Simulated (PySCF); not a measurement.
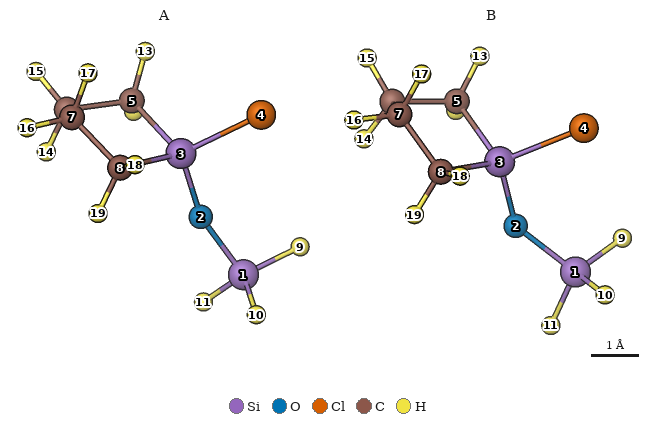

Two geometries of C4H11ClOSi2, drawn at one scale. One is the start of a relaxation, the other its converged end. Style: ball-and-stick. Shown from a free direction.

The calculation used PBE0-D3(BJ)/def2-SVP geometry optimisation, gas phase (PySCF). 

Q: Which one is relaxed?

A: Structure B is the relaxed one. The start comes from GFN2-xTB. Its atoms were then displaced at random by about 0.01 Å. The atom that moves furthest after the best rigid fit is an H atom (0.73 Å). By element the largest moves are H 0.73 Å, O 0.37 Å, Cl 0.31 Å, Si 0.28 Å, C 0.18 Å. Near-neighbour distances that change, for instance: H–Si 1.435 → 1.489 Å, Cl–Si 2.042 → 2.085 Å, H–Si 1.458 → 1.492 Å, O–Si 1.630 → 1.652 Å. Bond angles that change, for instance: Si–O–Si 161.2° → 140.3°, H–Si–H 115.3° → 109.6°, O–Si–H 105.4° → 110.5°. Over 20 geometry steps the energy falls by 5.38 kcal/mol.
